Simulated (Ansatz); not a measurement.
Input

```
crystal:
  periodic: [false, false, false]
  atoms:
    - {symbol: B, position_ang: [-1.428833, -0.211663, 0.111691]}
    - {symbol: Cl, position_ang: [-2.273013, -1.730204, 0.607289]}
    - {symbol: Cl, position_ang: [-1.339923, 0.061138, -1.692685]}
    - {symbol: Cl, position_ang: [-1.967483, 1.257743, 1.037487]}
    - {symbol: H, position_ang: [0.215067, -0.593371, 1.433018]}
    - {symbol: O, position_ang: [0.100424, -0.428624, 0.488559]}
    - {symbol: Si, position_ang: [1.412171, 0.295476, -0.381280]}
    - {symbol: H, position_ang: [2.493925, 0.172704, 0.625033]}
    - {symbol: H, position_ang: [1.693181, -0.527530, -1.566994]}
    - {symbol: H, position_ang: [1.094585, 1.704233, -0.662217]}
basis:
  gaussian: {orbitals: def2-TZVPP}
hamiltonian: {xc: pbe0, dispersion: d4}
output: {orbitals: {seedname: orbitals}}
```

Run with:

```sh
ansatz run in.yaml --threads 8 --pin off --events-out ev --progress --plain --max-ram 19148MiB
```

The reactant side of a reaction path; geometry: PBE0-D4/def2-TZVP.

Computed with RKS PBE0-D4/def2-TZVPP (Ansatz 0.2.0).

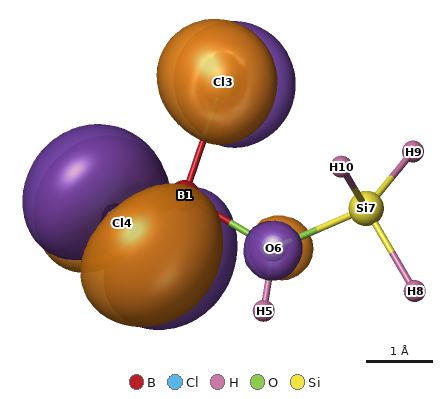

BCl$_{3}$H$_{4}$OSi. The HOMO−1 at ±0.08 Å⁻³ᐟ² (orange and purple are the two phases), seen at a tilt.

**Where does this orbital lie, and at what energy?**

Its weight (Hirshfeld) is mainly on Cl4 (about 40 %), Cl2 (about 35 %) and Cl3 (about 15 %); largely a combination of lone pairs on Cl4, Cl2 and Cl3. Its energy is −8.55 eV.
